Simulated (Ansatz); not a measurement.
CH6N2Si

Input

```
crystal:
  periodic: [false, false, false]
  atoms:
    - { symbol: C, position_ang: [0.6518, 0.2805, -2.4232] }
    - { symbol: "N", position_ang: [1.4441, 0.2833, -3.2424] }
    - { symbol: H, position_ang: [-0.075, 0.2857, -1.6509] }
    - { symbol: Si, position_ang: [-0.0867, -0.7603, 1.2029] }
    - { symbol: "N", position_ang: [-0.6204, 0.7745, 0.6007] }
    - { symbol: H, position_ang: [-1.2233, -1.6476, 0.9653] }
    - { symbol: H, position_ang: [1.074, -1.088, 0.376] }
    - { symbol: H, position_ang: [0.2887, -0.7843, 2.6211] }
    - { symbol: H, position_ang: [0.0484, 1.5306, 0.605] }
    - { symbol: H, position_ang: [-1.5017, 1.1254, 0.9456] }
basis:
  gaussian: { orbitals: "6-31G" }
hamiltonian:
  xc: { name: BHLYP }
relax:
  f_tol: 0.02
  max_steps: 40
scf:
  lower_state_search: "off"
output:
  orbitals: {}
```

Launched as:

```sh
ansatz run input.yaml --threads 1 --pin off --max-ram 2048MiB --backend cpu --events-out ev --progress --plain --runs-dir out
```

The fields are those of the relaxed geometry.

At this geometry the atoms fall into two loosely joined parts.

All numbers below come from RKS BHLYP/6-31G in Ansatz.

Question: What can the converged electron density and electron localisation function tell about the bonding?

Answer: C–N (1.16 Å): ρ at the midpoint is about 3.4 e/Å³; the ELF peaks at about 0.90 between the atoms; a short, multiple covalent bond.
Si–N (1.78 Å): the density is about 0.84 e/Å³ at the midpoint; the ELF peaks at about 0.90 between the atoms: a shared but strongly polarised pair.
C–H (1.08 Å): ρ at the midpoint is about 2 e/Å³; the ELF climbs to about 1 towards the hydrogen, as it does in any bond to H; an ordinary covalent bond to hydrogen.
Si–H (1.50 Å): the density is about 0.66 e/Å³ at the midpoint; the ELF climbs to about 1 towards the hydrogen.

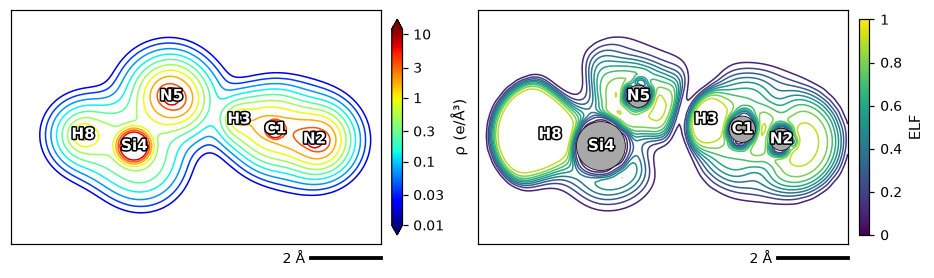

Computed electron density and electron localisation function on the plane of atoms N5, Si4 and H8, in this order. Grey discs cover the atomic cores in the ELF map. 
